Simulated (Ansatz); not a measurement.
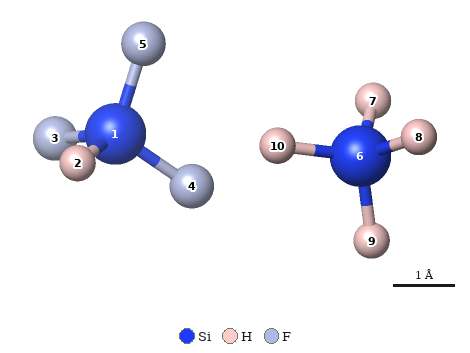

Figure 1. The starting structure (ball-and-stick view, seen at a tilt; atoms are numbered from 1 in the order of the input).

## Nudged elastic band of Si2H5F3 (part 1 of 2)

- system: Si2H5F3
- method: RHF/6-31G* (Ansatz 0.2.0)

The run did not end well. It belongs to a series of runs on one base structure; here: band between the two ends.

Input
```yaml
crystal:
  periodic: [false, false, false]
  atoms:
    - { symbol: Si, position_ang: [0.89325, -0.057429, -0.268519] }
    - { symbol: H, position_ang: [1.4543, 0.171667, 1.046741] }
    - { symbol: F, position_ang: [1.961698, 0.210646, -1.385386] }
    - { symbol: F, position_ang: [-0.3277, 0.895265, -0.531539] }
    - { symbol: F, position_ang: [0.393126, -1.536124, -0.419899] }
    - { symbol: Si, position_ang: [-3.255878, 0.064644, 1.458901] }
    - { symbol: H, position_ang: [-3.413296, -0.613828, 0.160345] }
    - { symbol: H, position_ang: [-4.290733, -0.414102, 2.395195] }
    - { symbol: H, position_ang: [-3.387364, 1.522358, 1.28315] }
    - { symbol: H, position_ang: [-1.924104, -0.243097, 2.018511] }
basis:
  gaussian: { orbitals: "6-31G*" }
hamiltonian:
  xc: hf
neb:
  order_check: false
  images: 7
  f_tol: 0.03
  max_iterations: 60
  final_atoms:
    - { symbol: Si, position_ang: [-0.60625144, -0.2676435, -0.7056296] }
    - { symbol: H, position_ang: [0.4792108, 0.61809402, 3.05920988] }
    - { symbol: F, position_ang: [0.67480357, -0.06940102, 0.19643755] }
    - { symbol: F, position_ang: [-0.51775691, 0.80383533, -1.86099939] }
    - { symbol: F, position_ang: [-0.46594827, -1.6848259, -1.3866882] }
    - { symbol: Si, position_ang: [-2.57882567, -0.06960215, 0.51624307] }
    - { symbol: H, position_ang: [-3.72097211, -0.27242707, -0.3925681] }
    - { symbol: H, position_ang: [-2.5870879, -1.09437851, 1.57474053] }
    - { symbol: H, position_ang: [-2.64042438, 1.27639048, 1.1121807] }
    - { symbol: H, position_ang: [0.06655131, 0.75995833, 3.64457357] }
  initial_path:
    images:
      - { positions_ang: [[0.89325, -0.057429, -0.268519], [1.4543, 0.171667, 1.046741], [1.961698, 0.210646, -1.385386], [-0.3277, 0.895265, -0.531539], [0.393126, -1.536124, -0.419899], [-3.255878, 0.064644, 1.458901], [-3.413296, -0.613828, 0.160345], [-4.290733, -0.414102, 2.395195], [-3.387364, 1.522358, 1.28315], [-1.924104, -0.243097, 2.018511]] }
      - { positions_ang: [[0.66777774, -0.04352869, -0.20576835], [1.09523754, 0.12443729, 1.23311102], [1.84196479, 0.15653378, -1.18131991], [-0.4352116, 0.99751266, -0.5298828], [0.10165471, -1.47469514, -0.45162592], [-3.03891407, 0.04971735, 1.2972624], [-3.35831396, -0.68380014, 0.1178949], [-3.823359, -0.42195341, 2.34657105], [-3.2730206, 1.48125895, 1.14417643], [-1.67451657, -0.18548264, 1.98708119]] }
      - { positions_ang: [[0.44230549, -0.02962839, -0.14301771], [0.73617509, 0.07720757, 1.41948104], [1.72223158, 0.10242156, -0.97725383], [-0.54272319, 1.09976032, -0.52822659], [-0.18981657, -1.41326629, -0.48335284], [-2.82195015, 0.0347907, 1.13562379], [-3.30333191, -0.75377227, 0.07544479], [-3.35598499, -0.42980481, 2.2979471], [-3.15867719, 1.44015989, 1.00520286], [-1.42492915, -0.12786828, 1.95565138]] }
      - { positions_ang: [[0.21683323, -0.01572808, -0.08026706], [0.37711263, 0.02997786, 1.60585106], [1.60249837, 0.04830934, -0.77318774], [-0.65023479, 1.20200798, -0.52657039], [-0.48128786, -1.35183743, -0.51507975], [-2.60498622, 0.01986405, 0.97398519], [-3.24834987, -0.82374441, 0.03299469], [-2.88861099, -0.43765622, 2.24932315], [-3.04433379, 1.39906084, 0.86622929], [-1.17534172, -0.07025392, 1.92422157]] }
      - { positions_ang: [[-0.00863903, -0.00182777, -0.01751641], [0.01805017, -0.01725186, 1.79222108], [1.48276516, -0.00580288, -0.56912166], [-0.75774639, 1.30425564, -0.52491419], [-0.77275914, -1.29040857, -0.54680667], [-2.3880223, 0.0049374, 0.81234659], [-3.19336783, -0.89371654, -0.00945541], [-2.42123698, -0.44550762, 2.2006992], [-2.92999038, 1.35796179, 0.72725572], [-0.92575429, -0.01263956, 1.89279176]] }
      - { positions_ang: [[-0.15804213, -0.0682817, -0.18954471], [0.13334033, 0.14158461, 2.10896828], [1.28077477, -0.02170242, -0.37773185], [-0.69774902, 1.17915056, -0.85893549], [-0.69605643, -1.38901291, -0.75677705], [-2.43572314, -0.01369749, 0.73832071], [-3.3252689, -0.73839418, -0.10523358], [-2.46269971, -0.60772534, 2.04420953], [-2.85759888, 1.33756896, 0.82348696], [-0.67767789, 0.18050991, 2.33073721]] }
      - { positions_ang: [[-0.30744523, -0.13473564, -0.361573], [0.24863048, 0.30042108, 2.42571548], [1.07878437, -0.03760195, -0.18634205], [-0.63775165, 1.05404548, -1.19295679], [-0.61935371, -1.48761724, -0.96674744], [-2.48342398, -0.03233238, 0.66429483], [-3.45716997, -0.58307181, -0.20101175], [-2.50416244, -0.76994307, 1.88771986], [-2.78520738, 1.31717613, 0.91971821], [-0.42960149, 0.37365938, 2.76868266]] }
      - { positions_ang: [[-0.45684834, -0.20118957, -0.5336013], [0.36392064, 0.45925755, 2.74246268], [0.87679397, -0.05350148, 0.00504775], [-0.57775428, 0.9289404, -1.52697809], [-0.54265099, -1.58622157, -1.17671782], [-2.53112482, -0.05096727, 0.59026895], [-3.58907104, -0.42774944, -0.29678993], [-2.54562517, -0.93216079, 1.7312302], [-2.71281588, 1.2967833, 1.01594946], [-0.18152509, 0.56680886, 3.20662812]] }
      - { positions_ang: [[-0.60625144, -0.2676435, -0.7056296], [0.4792108, 0.61809402, 3.05920988], [0.67480357, -0.06940102, 0.19643755], [-0.51775691, 0.80383533, -1.86099939], [-0.46594827, -1.6848259, -1.3866882], [-2.57882567, -0.06960215, 0.51624307], [-3.72097211, -0.27242707, -0.3925681], [-2.5870879, -1.09437851, 1.57474053], [-2.64042438, 1.27639048, 1.1121807], [0.06655131, 0.75995833, 3.64457357]] }
```

Run on 1 thread of Arm Neoverse N1, 24 GiB of memory available, shared host.

Launch command:
```bash
ansatz run input.yaml --threads 1 --pin off --max-ram 2048MiB --backend cpu --events-out ev --progress --plain --runs-dir out
```

The program's output
```
Engine: ansatz 0.2.0, aarch64-unknown-linux-gnu
Functional definition: HF
  exchange = exact_x
  correlation = 0
921 factors; integrals over basis functions are off by at most 7.8e-4 eV
mean field evaluation 1: about -23922.4703 eV, gradient 3.9e1 eV
mean field evaluation 2: about -23922.5435 eV, gradient 3.9e1 eV
mean field evaluation 4: about -23925.4389 eV, gradient 2.3e0 eV
mean field evaluation 8: about -23925.4642 eV, gradient 6.8e-2 eV
mean field -23925.46418646 eV, -879.2445915904 hartree, gradient 1.0e-5 eV, S^2 0.000000; 0 other end points of the search recorded, 0 dependent functions left out
the calculation of the forces begins
reference -23925.46418646 eV, -879.2445915904 hartree; 30, 30 occupied and 63, 63 virtual orbitals, 921 factors
921 factors; integrals over basis functions are off by at most 1.1e-3 eV
mean field evaluation 16: about -23924.8517 eV, gradient 2.4e0 eV
mean field -23924.88221673 eV, -879.2232045972 hartree, gradient 1.2e-5 eV, S^2 0.000000; 0 other end points of the search recorded, 0 dependent functions left out
[... from here on the field's lines of each further geometry are left out, up to the last ...]
NEB iter   1: max|band force component| = 1.228e1 eV/Å  barrier→ = 8.4473 eV  barrier← = 7.8654 eV  Δτ_max = 0.2000 Å  (290 SCF iters)
NEB iter   2: max|band force component| = 5.429e0 eV/Å  barrier→ = 6.7915 eV  barrier← = 6.2095 eV  Δτ_max = 0.2000 Å  (205 SCF iters)
NEB iter   3: max|band force component| = 2.739e0 eV/Å  barrier→ = 5.5579 eV  barrier← = 4.9760 eV  Δτ_max = 0.2000 Å  (202 SCF iters)
NEB iter   4: max|band force component| = 3.131e0 eV/Å  barrier→ = 5.1366 eV  barrier← = 4.5546 eV  Δτ_max = 0.1020 Å  (202 SCF iters)
NEB iter   5: max|band force component| = 3.042e0 eV/Å  barrier→ = 4.7661 eV  barrier← = 4.1841 eV  Δτ_max = 0.0998 Å  (203 SCF iters)
NEB iter   6: max|band force component| = 1.507e0 eV/Å  barrier→ = 4.6067 eV  barrier← = 4.0247 eV  Δτ_max = 0.1790 Å  (200 SCF iters)
NEB iter   7: max|band force component| = 3.109e0 eV/Å  barrier→ = 4.4617 eV  barrier← = 3.8798 eV  Δτ_max = 0.0892 Å  (198 SCF iters)
NEB iter   8: max|band force component| = 8.089e-1 eV/Å  barrier→ = 4.0485 eV  barrier← = 3.4665 eV  Δτ_max = 0.1795 Å  (202 SCF iters)
NEB iter   9: max|band force component| = 9.605e-1 eV/Å  barrier→ = 3.4901 eV  barrier← = 2.9081 eV  Δτ_max = 0.0886 Å  (193 SCF iters)
NEB iter  10: max|band force component| = 8.352e-1 eV/Å  barrier→ = 3.3030 eV  barrier← = 2.7210 eV  Δτ_max = 0.0882 Å  (201 SCF iters)
NEB iter  11: max|band force component| = 1.812e0 eV/Å  barrier→ = 3.1342 eV  barrier← = 2.5522 eV  CI = image 4  Δτ_max = 0.1803 Å  (198 SCF iters)
NEB iter  12: max|band force component| = 2.131e0 eV/Å  barrier→ = 3.8739 eV  barrier← = 3.2919 eV  CI = image 4  Δτ_max = 0.1767 Å  (190 SCF iters)
NEB iter  13: max|band force component| = 2.694e0 eV/Å  barrier→ = 4.2574 eV  barrier← = 3.6755 eV  CI = image 4  Δτ_max = 0.2000 Å  (200 SCF iters)
NEB iter  14: max|band force component| = 3.034e0 eV/Å  barrier→ = 4.9315 eV  barrier← = 4.3495 eV  CI = image 4  Δτ_max = 0.2000 Å  (200 SCF iters)
NEB iter  15: max|band force component| = 3.559e0 eV/Å  barrier→ = 5.3667 eV  barrier← = 4.7848 eV  CI = image 4  Δτ_max = 0.2000 Å  (200 SCF iters)
NEB iter  16: max|band force component| = 2.794e0 eV/Å  barrier→ = 5.1768 eV  barrier← = 4.5948 eV  CI = image 4  Δτ_max = 0.1691 Å  (201 SCF iters)
NEB iter  17: max|band force component| = 1.510e0 eV/Å  barrier→ = 5.0353 eV  barrier← = 4.4534 eV  CI = image 4  Δτ_max = 0.0951 Å  (196 SCF iters)
NEB iter  18: max|band force component| = 5.663e-1 eV/Å  barrier→ = 4.9663 eV  barrier← = 4.3843 eV  CI = image 4  Δτ_max = 0.0713 Å  (200 SCF iters)
NEB iter  19: max|band force component| = 4.013e-1 eV/Å  barrier→ = 4.9262 eV  barrier← = 4.3443 eV  CI = image 4  Δτ_max = 0.0874 Å  (201 SCF iters)
NEB iter  20: max|band force component| = 2.177e-1 eV/Å  barrier→ = 4.9102 eV  barrier← = 4.3283 eV  CI = image 4  Δτ_max = 0.0744 Å  (190 SCF iters)
NEB iter  21: max|band force component| = 1.687e-1 eV/Å  barrier→ = 4.9013 eV  barrier← = 4.3193 eV  CI = image 4  Δτ_max = 0.0373 Å  (195 SCF iters)
NEB iter  22: max|band force component| = 2.012e-1 eV/Å  barrier→ = 4.8970 eV  barrier← = 4.3150 eV  CI = image 4  Δτ_max = 0.0373 Å  (202 SCF iters)
NEB iter  23: max|band force component| = 2.013e-1 eV/Å  barrier→ = 4.8934 eV  barrier← = 4.3114 eV  CI = image 4  Δτ_max = 0.0747 Å  (207 SCF iters)
NEB iter  24: max|band force component| = 1.657e-1 eV/Å  barrier→ = 4.8899 eV  barrier← = 4.3079 eV  CI = image 4  Δτ_max = 0.0749 Å  (202 SCF iters)
NEB iter  25: max|band force component| = 1.521e-1 eV/Å  barrier→ = 4.8921 eV  barrier← = 4.3101 eV  CI = image 4  Δτ_max = 0.0376 Å  (202 SCF iters)
NEB iter  26: max|band force component| = 1.220e-1 eV/Å  barrier→ = 4.8889 eV  barrier← = 4.3069 eV  CI = image 4  Δτ_max = 0.0398 Å  (194 SCF iters)
NEB iter  27: max|band force component| = 1.059e-1 eV/Å  barrier→ = 4.8880 eV  barrier← = 4.3060 eV  CI = image 4  Δτ_max = 0.0092 Å  (190 SCF iters)
NEB iter  28: max|band force component| = 8.041e-2 eV/Å  barrier→ = 4.8878 eV  barrier← = 4.3059 eV  CI = image 4  Δτ_max = 0.0082 Å  (156 SCF iters)
NEB iter  29: max|band force component| = 4.779e-2 eV/Å  barrier→ = 4.8876 eV  barrier← = 4.3057 eV  CI = image 4  Δτ_max = 0.0060 Å  (159 SCF iters)
NEB iter  30: max|band force component| = 2.800e-2 eV/Å  barrier→ = 4.8874 eV  barrier← = 4.3054 eV  CI = image 4  Δτ_max = 0.0101 Å  (151 SCF iters)
NEB iter  31: max|band force component| = 4.356e-2 eV/Å  barrier→ = 4.8870 eV  barrier← = 4.3050 eV  CI = image 4  Δτ_max = 0.0050 Å  (25 SCF iters)
NEB iter  32: max|band force component| = 4.553e-2 eV/Å  barrier→ = 4.8867 eV  barrier← = 4.3048 eV  CI = image 4  Δτ_max = 0.0050 Å  (152 SCF iters)
NEB iter  33: max|band force component| = 4.438e-2 eV/Å  barrier→ = 4.8865 eV  barrier← = 4.3046 eV  CI = image 4  Δτ_max = 0.0050 Å  (151 SCF iters)
NEB iter  34: max|band force component| = 4.311e-2 eV/Å  barrier→ = 4.8863 eV  barrier← = 4.3043 eV  CI = image 4  Δτ_max = 0.0101 Å  (153 SCF iters)
NEB iter  35: max|band force component| = 4.801e-2 eV/Å  barrier→ = 4.8858 eV  barrier← = 4.3038 eV  CI = image 4  Δτ_max = 0.0202 Å  (153 SCF iters)
NEB iter  36: max|band force component| = 4.823e-2 eV/Å  barrier→ = 4.8848 eV  barrier← = 4.3028 eV  CI = image 4  Δτ_max = 0.0202 Å  (178 SCF iters)
NEB iter  37: max|band force component| = 5.387e-2 eV/Å  barrier→ = 4.8837 eV  barrier← = 4.3017 eV  CI = image 4  Δτ_max = 0.0202 Å  (168 SCF iters)
NEB iter  38: max|band force component| = 7.373e-2 eV/Å  barrier→ = 4.8821 eV  barrier← = 4.3001 eV  CI = image 4  Δτ_max = 0.0202 Å  (178 SCF iters)
NEB iter  39: max|band force component| = 8.685e-2 eV/Å  barrier→ = 4.8804 eV  barrier← = 4.2985 eV  CI = image 4  Δτ_max = 0.0202 Å  (180 SCF iters)
NEB iter  40: max|band force component| = 9.972e-2 eV/Å  barrier→ = 4.8786 eV  barrier← = 4.2966 eV  CI = image 4  Δτ_max = 0.0403 Å  (167 SCF iters)
NEB iter  41: max|band force component| = 1.181e-1 eV/Å  barrier→ = 4.8756 eV  barrier← = 4.2936 eV  CI = image 4  Δτ_max = 0.0617 Å  (195 SCF iters)
NEB iter  42: max|band force component| = 1.405e-1 eV/Å  barrier→ = 4.8710 eV  barrier← = 4.2891 eV  CI = image 4  Δτ_max = 0.0805 Å  (199 SCF iters)
NEB iter  43: max|band force component| = 1.726e-1 eV/Å  barrier→ = 4.8635 eV  barrier← = 4.2816 eV  CI = image 4  Δτ_max = 0.0879 Å  (196 SCF iters)
NEB iter  44: max|band force component| = 2.079e-1 eV/Å  barrier→ = 4.8516 eV  barrier← = 4.2696 eV  CI = image 4  Δτ_max = 0.0825 Å  (194 SCF iters)
NEB iter  45: max|band force component| = 2.544e-1 eV/Å  barrier→ = 4.8350 eV  barrier← = 4.2530 eV  CI = image 4  Δτ_max = 0.0898 Å  (194 SCF iters)
NEB iter  46: max|band force component| = 2.765e-1 eV/Å  barrier→ = 4.8137 eV  barrier← = 4.2317 eV  CI = image 4  Δτ_max = 0.0733 Å  (195 SCF iters)
NEB iter  47: max|band force component| = 3.014e-1 eV/Å  barrier→ = 4.7953 eV  barrier← = 4.2133 eV  CI = image 4  Δτ_max = 0.0634 Å  (196 SCF iters)
NEB iter  48: max|band force component| = 3.028e-1 eV/Å  barrier→ = 4.7785 eV  barrier← = 4.1966 eV  CI = image 4  Δτ_max = 0.0763 Å  (196 SCF iters)
NEB iter  49: max|band force component| = 3.004e-1 eV/Å  barrier→ = 4.7611 eV  barrier← = 4.1791 eV  CI = image 4  Δτ_max = 0.1168 Å  (196 SCF iters)
NEB iter  50: max|band force component| = 2.781e-1 eV/Å  barrier→ = 4.7387 eV  barrier← = 4.1568 eV  CI = image 4  Δτ_max = 0.1599 Å  (192 SCF iters)
NEB iter  51: max|band force component| = 2.206e-1 eV/Å  barrier→ = 4.7125 eV  barrier← = 4.1305 eV  CI = image 4  Δτ_max = 0.1596 Å  (195 SCF iters)
NEB iter  52: max|band force component| = 2.524e-1 eV/Å  barrier→ = 4.6944 eV  barrier← = 4.1124 eV  CI = image 4  Δτ_max = 0.0807 Å  (193 SCF iters)
NEB iter  53: max|band force component| = 2.380e-1 eV/Å  barrier→ = 4.6863 eV  barrier← = 4.1043 eV  CI = image 4  Δτ_max = 0.0809 Å  (194 SCF iters)
NEB iter  54: max|band force component| = 2.002e-1 eV/Å  barrier→ = 4.6855 eV  barrier← = 4.1036 eV  CI = image 4  Δτ_max = 0.0804 Å  (195 SCF iters)
NEB iter  55: max|band force component| = 2.090e-1 eV/Å  barrier→ = 4.6882 eV  barrier← = 4.1062 eV  CI = image 4  Δτ_max = 0.0402 Å  (196 SCF iters)
NEB iter  56: max|band force component| = 1.486e-1 eV/Å  barrier→ = 4.6846 eV  barrier← = 4.1026 eV  CI = image 4  Δτ_max = 0.0402 Å  (192 SCF iters)
NEB iter  57: max|band force component| = 1.249e-1 eV/Å  barrier→ = 4.6844 eV  barrier← = 4.1025 eV  CI = image 4  Δτ_max = 0.0401 Å  (173 SCF iters)
NEB iter  58: max|band force component| = 1.857e-1 eV/Å  barrier→ = 4.6844 eV  barrier← = 4.1024 eV  CI = image 4  Δτ_max = 0.0201 Å  (180 SCF iters)
NEB iter  59: max|band force component| = 1.076e-1 eV/Å  barrier→ = 4.6844 eV  barrier← = 4.1024 eV  CI = image 4  Δτ_max = 0.0201 Å  (163 SCF iters)
the calculation of the forces begins
reference -23924.87441790 eV, -879.2229179955 hartree; 30, 30 occupied and 63, 63 virtual orbitals, 921 factors
these checks for a lower state are left out or cut short: starts, cluster_reference, orbital_swaps, neighbouring_geometries, increment
920 factors; integrals over basis functions are off by at most 1.0e-3 eV
mean field -23924.88188348 eV, -879.2231923504 hartree, gradient 1.7e-5 eV, S^2 0.000000; 0 other end points of the search recorded, 0 dependent functions left out
the calculation of the forces begins
reference -23924.88188348 eV, -879.2231923504 hartree; 30, 30 occupied and 63, 63 virtual orbitals, 920 factors
NEB iter  60: max|band force component| = 1.096e-1 eV/Å  barrier→ = 4.6844 eV  barrier← = 4.1024 eV  CI = image 4  Δτ_max = 0.0101 Å  (157 SCF iters)
```
